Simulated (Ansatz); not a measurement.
Breaking a bond: C₆H₁₃BO₂, SMILES C1(C(OBO1)(C)C)(C)C. The C1–C19 bond (C1 also carries C, C, O; C19 carries H, H, H) is pulled apart rigidly from the PBE0/def2-SVP optimised geometry.

```
22

C      0.0000     0.0000     0.0000
C     -1.2575    -0.6696    -0.5240
O      0.0000     1.3801    -0.4145
B      1.2873     1.7224    -0.6929
O      2.1413     0.6630    -0.7008
C      1.3445    -0.5348    -0.6181
C      2.0794    -1.5554     0.2319
C      1.1840    -1.0540    -2.0432
H     -2.1403    -0.2203    -0.0464
H     -1.3618    -0.5430    -1.6091
H     -1.2553    -1.7456    -0.2924
H      1.6361     2.8516    -0.9109
H      2.3500    -1.1457     1.2134
H      3.0079    -1.8565    -0.2747
H      1.4655    -2.4565     0.3823
H      0.6421    -0.3331    -2.6727
H      2.1822    -1.1999    -2.4805
H      0.6490    -2.0143    -2.0711
C      0.0000     0.0000     1.5252
H     -0.8637     0.5816     1.8784
H      0.9100     0.4710     1.9250
H     -0.0760    -1.0178     1.9344
```

- UKS-PBE0 = unrestricted PBE0/def2-SVP in Ansatz (an electronic-structure program)
- RKS-PBE0 = restricted PBE0/def2-SVP (Ansatz)
- RKS-B3LYP = restricted B3LYP/def2-SVP in Ansatz

Energies are in kcal/mol, each relative to the lowest point of its own curve near equilibrium.

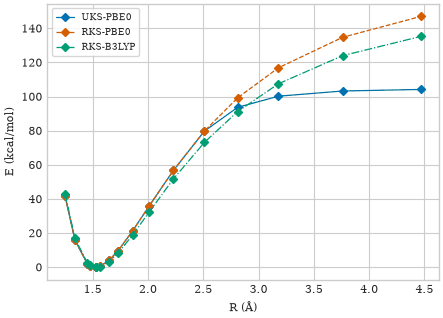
Fig. 1. Energy against bond length for each method.

```tsv
R / Å	UKS-PBE0	RKS-PBE0	RKS-B3LYP
1.25	41.6	41.6	42.9
1.34	15.7	15.7	16.8
1.45	2.1	2.1	2.6
1.48	0.7	0.7	1.0
1.53	0.0	0.0	0.0
1.57	0.6	0.6	0.3
1.65	4.1	4.1	3.2
1.73	9.7	9.7	8.2
1.86	21.1	21.1	18.7
2.01	35.8	35.8	32.3
2.23	56.7	56.7	51.7
2.51	79.7	79.7	73.1
2.81	93.6	99.2	91.1
3.18	100.2	116.8	107.5
3.76	103.2	134.7	123.9
4.47	104.1	147.0	135.3
```

At the longest distance, 4.47 Å, RKS-PBE0 lies highest above its minimum (147.0 kcal/mol) and UKS-PBE0 lowest (104.1 kcal/mol).

The unrestricted determinant behind UKS-PBE0 is spin-contaminated at 2.51 to 4.47 Å (<S²> up to 1.0, against 0.00 for a pure singlet). The restricted form behind RKS-PBE0, RKS-B3LYP keeps the bonding electrons paired and can't separate into open-shell fragments.
